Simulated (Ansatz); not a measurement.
# W-Au-Au-W stack of (100) layers: electron–phonon coupling and resistivity, part 2 of 4

Question: is the lattice of W-Au-Au-W stack of (100) layers stable, and if so, what are its coupling constant and resistivity?

Ansatz 0.2.0; DFT PBE, scalar-relativistic, plane waves, PAW; PAW set soft_1.

So far: The starting structure; Rough relaxation; Relaxing cell and atoms.

## (4) Tight relaxation

No force is left; the cell is relaxed once more with another smearing and tight thresholds.

The input, input.yaml:

```yaml
crystal:
  lattice:
    - [2.6807489179, 0.0, 0.0]
    - [0.0, 2.6807489179, 0.0]
    - [0.0, 0.0, 37.4564816519]
  atoms:
    - { symbol: W, position: [0.0, 0.0, 0.1372157326] }
    - { symbol: Au, position: [0.5, 0.5, 0.1958062366] }
    - { symbol: Au, position: [0.0, 0.0, 0.2612575144] }
    - { symbol: W, position: [0.5, 0.5, 0.3198480184] }
  periodic: [true, true, false]
kpoints:
  mp_grid: { grid: [12, 12, 1] }
hamiltonian:
  xc: pbe
  pseudopotentials: { kind: paw, azcp: { folder: soft_1 } }
scf:
  occupations: { method: methfessel_paxton, width: 0.2 }
output:
  forces: true
  stress: true
  eigenvalues: true
relax:
  adjacent_minimum: "off"
  f_tol: 0.001
  max_steps: 60
  cell: { stress_2d_tol: 0.002 }
```

Command:

```
> ansatz run input.yaml --threads 4 --pin off --max-ram 12288MiB --backend cpu --events-out ev --progress --plain --runs-dir out
```

Numbers of over 12 decimals in the logs are rounded to 6 here.

Output:

```text
[the first part of the log is left out]
  E_vpaw       = -1113.436532  (= ΣTr[D̂ρ^β])
  E_aug_tail   = 0.003543  (compensation charges beyond the density's cutoff)
  E_ewald      = 171166.640525
  E_smearing   = 0.002886  (= −TS)
  E_closure    = 0.000000  (closes the sum)
  Σ components = -47069.542002   (vs F -47069.542002, Δ=0.00e0)
--- Forces (eV/Å), atoms counted from 1 ---
  atom   1  W      0.00000000     0.00000000     0.00002042
  atom   2  Au     0.00000000     0.00000000    -0.00006289
[...]
0.000000       0.000279       0.000000
        0.000000       0.000000       0.000000
  P = ½ c Tr σ = 0.0003 N/m
--- Band table (eV; the first three rows and the last of 28) ---
[...]
--- Relaxed structure (3 steps of the walk, 2 accepted, 1 SCFs on fresh bases) ---
[...]
cell:  # Å, volume = 269.2158 Å³
    - [2.680938, 0, 0.0]
    - [0, 2.680938, 0.0]
    - [0.0, 0.0, 37.4564816519]
  atoms:
    - { symbol: W, position: [0.0, 0.0, 0.137236] }
    - { symbol: Au, position: [0.5, 0.5, 0.195811] }
    - { symbol: Au, position: [0.0, 0.0, 0.261252] }
    - { symbol: W, position: [0.5, 0.5, 0.319828] }
```

Elapsed: 25 s, on 4 threads of Arm Neoverse V2, shared host; peak memory 0.74 GiB.

Little changed from the start: no atom moved by 0.005 Å and no cell edge by 0.1 %.

## (5) Phonons: q 2×2×1, k 6×6×1

Couplings are defined for a stable lattice alone, so phonons come first.

The input, input.yaml:

```yaml
crystal:
  lattice:
    - [2.6809381127, 0.0, 0.0]
    - [0.0, 2.6809381127, 0.0]
    - [0.0, 0.0, 37.4564816519]
  atoms:
    - { symbol: W, position: [0.0, 0.0, 0.1372357253] }
    - { symbol: Au, position: [0.5, 0.5, 0.1958113556] }
    - { symbol: Au, position: [0.0, 0.0, 0.2612523954] }
    - { symbol: W, position: [0.5, 0.5, 0.3198280257] }
  periodic: [true, true, false]
kpoints:
  mp_grid: { grid: [6, 6, 1] }
hamiltonian:
  xc: pbe
  pseudopotentials: { kind: paw, azcp: { folder: soft_1 } }
scf:
  occupations: { method: methfessel_paxton, width: 0.2 }
output:
  eigenvalues: true
phonons:
  method: dfpt
  qmesh: [2, 2, 1]
  temperatures: { t_max: 1000, t_step: 50 }
  qpath:
    path: [[0.0, 0.0, 0.0], [0.0, 0.5, 0.0], [0.5, 0.5, 0.0], [0.0, 0.0, 0.0]]
    npoints: 10
```

Output:

```text
Warning: crystal.symmetry: narrowed to the stabiliser of the run's FFT grids — unitary ops 16 → 8. A phonons.method: dfpt run fills in the rows of the dynamical matrix that it does not solve by its symmetry operations, which is exact only for operations that map its FFT grids onto themselves: filled in by any other, the frequencies could depend on the order in which like atoms are typed, or, by more than the grids' own error, on where the crystal sits among the grids' points. Excluded: 8 operations. The run can therefore solve more perturbations, solve them on more k-points, or both, and cost more. [rest of the remark cut]
[...]
Crystal: 4 atoms, lattice volume = 269.216 Å³
Basis set: ecut = 420 eV, 5329 PW (Γ), exchange–correlation on 36×36×512 points (8 copies of the dense FFT grid, shifted against one another)
Bands: 40, of which v1, the nominal top of the filled ones, is band 33 counted from 1 (32 counted from 0)
Symmetry: 16 space group operations
k-points: 10 of 36 (irreducible under 8 space group operations)
[...]
SCF iter   1: F=—  HF=-47073.223336 eV  |F-HF|=—  |Δ(HF+E_count)|=         —  Δρ=6.05e-2  dr2=4.00e1  ethr=3.10e-3  ⟨swp⟩=13.8  Hψ=2772  notcnv=0
[...]
SCF iter  14: F=-47069.779438 eV  HF=-47069.779438 eV  |F-HF|=5.75e-10  |Δ(HF+E_count)|=  3.13e-10  S|Δr|=    0.00e0  Δρ=4.41e-8  dr2=6.72e-12  ethr=1.00e-12  ⟨swp⟩=24.1  Hψ=4035  notcnv=0
SCF 1 converged in 14 iterations: F = -47069.779438 eV  dr2 = 6.72e-12
[...]
phonons: the bands overlap, so this run is a metal and interpolates without the dipole-dipole term. If the crystal is really an insulator or semiconductor, its LO-TO splitting is missing
NSCF: frozen V_eff on 10 k-points
WARN: eigensolver did not converge (k=0): 1 band(s) unlocked after 3 eigensolves, warm-restarted (20 sweeps on the last) at ethr=2.62e-12 eV (storage-precision floor; scheduled 1.00e-12 eV) (lowest unlocked band 39, counted from 0; max residual 4.10e-5 eV among the unlocked bands, 4.10e-5 eV over every band; other slots of this pass that fall short are told together in one closing line; warning suppressed until the next SCF loop or pass starts)
[...]
DFPT response loops at q = (0, 0, 0) (fractional): preconditioner auto → none (partly filled bands, converged f_vac=0.700); β = 0.50; Broyden in place of MSR1
[...]
SCF converged after 14 iterations
Stability not checked: this state was not tested for a lower state beside it, because cold or Methfessel-Paxton smearing, or corrected tetrahedra, fill the levels in a way that the test cannot read (fill_not_monotonic; see scf.lower_state_search)
Free energy (F): -47069.779438 eV
[...]
Internal energy: -47069.779260 eV  (E = F + TS)
E sigma→0 (E₀):  -47069.779393 eV
Entropy (-TS):   -0.000177 eV (-0.044 meV/atom)
Fermi energy:    -5.455122 eV
[...]
--- Band table (eV; the first three rows and the last of 10) ---
  k-point 0: bands = [... 29 lower, -8.1225, -7.8557, -7.7035, -6.8025, -5.9859, -5.2646, -2.8068, -2.8068, ... 3 higher]
  k-point 1: bands = [... 29 lower, -8.1753, -8.0530, -7.5618, -6.0525, -6.0176, -5.8936, -2.9852, -2.6384, ... 3 higher]
  k-point 2: bands = [... 29 lower, -8.3720, -7.0224, -6.4983, -5.6155, -4.7872, -4.4117, -3.3652, -3.3405, ... 3 higher]
  k-point 9: bands = [... 29 lower, -6.4465, -5.9378, -5.9378, -3.7112, -3.7112, -1.5648, -1.5648, 0.4093, ... 3 higher]
--- Phonons (Γ-DFPT): 8 representative perturbations + reference (Σ response iterations 44) ---
  ASR residual: 4.358e-4 → 0.000e0 eV/Å²; symmetrization residual: 1.429e-4 eV/Å²
  The last average, over the group as it would stand without the narrowing to the FFT grids, took up to 3.201e-5 eV/Å² of the zone centre's force constants
  ASR residual per site (eV/Å²): 3.38e-4 4.32e-4 4.36e-4 3.49e-4
  Γ frequencies (cm⁻¹): 0.00 0.00 0.00 3.04 3.04 57.81 75.12 75.12 77.98 77.98 121.88 128.11
--- Phonons (arbitrary-q DFPT): 3 irreducible q on the 2×2×1 mesh ---
  q = [0.0000, 0.0000, 0.0000] (star 1, of the zone-centre solve; hermiticity 4.02e-5, symmetrization 1.85e-12, taken by the last average 4.50e-6): -0.00 -0.00 0.00 3.04 3.04 57.81 75.12 75.12 77.98 77.98 121.88 128.11
  q = [0.0000, -0.5000, 0.0000] (star 2, 12 solved perturbations on 16 of 36 k-point pairs; hermiticity 5.13e-6, symmetrization 3.62e-9, taken by the last average 1.08e-6): 39.12 39.12 43.99 43.99 71.99 71.99 129.34 129.34 138.41 138.41 205.23 205.23
  q = [-0.5000, -0.5000, 0.0000] (star 1, 8 solved perturbations in 104 linear systems a pass and spin channel, the states on 16 of 36 k-point pairs; hermiticity 4.94e-6, symmetrization 1.82e-9, taken by the last average 1.22e-6): 64.17 64.17 127.15 127.15 130.39 130.39 155.89 155.89 188.29 188.29 194.08 194.08
  sum rule: each row above includes the acoustic sum rule's correction from the zone centre's row sums; it moved no ω² by more than (0.78 cm⁻¹)²
  mesh force constants: q→R imaginary residual 7.85e-18; ASR residual 4.358e-4 → 0.000e0 eV/Å²; symmetrization residual 8.882e-15 eV/Å²
  interpolated dispersion: 31 rows × 12 modes
  density of states and harmonic sums: on the 24×24×1 q-mesh, interpolated from the force constants of a 2×2×1 supercell (no non-analytic term)
  largest difference from the sums on the solved wave vectors: F 2.84e-2 eV, S 1.20e-4 and C_V 6.42e-5 eV/K
  zero-point energy: 0.081185 eV/cell   skipped modes (ω ≤ 0): 3   left out of the sums: 4.34e-4 of the cell's modes: C_V's classical limit lies that fraction below 3 k_B per atom; for a crystal, a wire or a layer, F and S can be off by more, and a phonons.interpolated_qmesh denser along its periods is the remedy for the sampling
```

Wall time 2.9 min (4 threads); peak memory 1.1 GiB; 11 min of CPU time.

The column dr2 measures how far the density is from self-consistency, as an energy; F and HF (Harris–Foulkes) agree once it is small.

Numbers from this step:

- zero point energy: 0.08118 eV/cell
- share of imaginary modes in the plain interpolation between solved wavevectors: 0
- highest frequency, solved or plainly interpolated: 205.2 cm⁻¹

Solved on the 2×2×1 mesh alone; all other wavevectors are interpolated. Phonon branches along the path, in cm⁻¹:

```csv
point,branch 1,branch 2,branch 3,branch 4,branch 9,branch 10,branch 11,branch 12
Γ,0,0,0,3,78,78,122,128
X,39,39,44,44,138,138,205,205
M,64,64,127,127,188,188,194,194
Γ,0,0,0,3,78,78,122,128
```

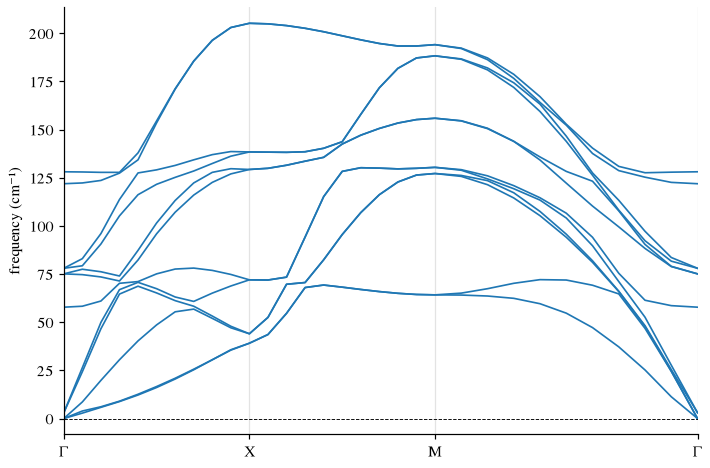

Phonon branches along the path.

Among the solved wavevectors the lowest mode, translations apart, is 3 cm⁻¹, so these are real on this k mesh.

(Continued in part 3 of 4.)

[Logs are printed without paths, hosts, clocks, repeated set-up lines and the standing remarks that a program may print on its own settings, such as how far it seeks lower states.]

[Hosts, paths, dates, database ids (printed as entryN), source tags and the programs' standing remarks are cut or masked in the printed files.]
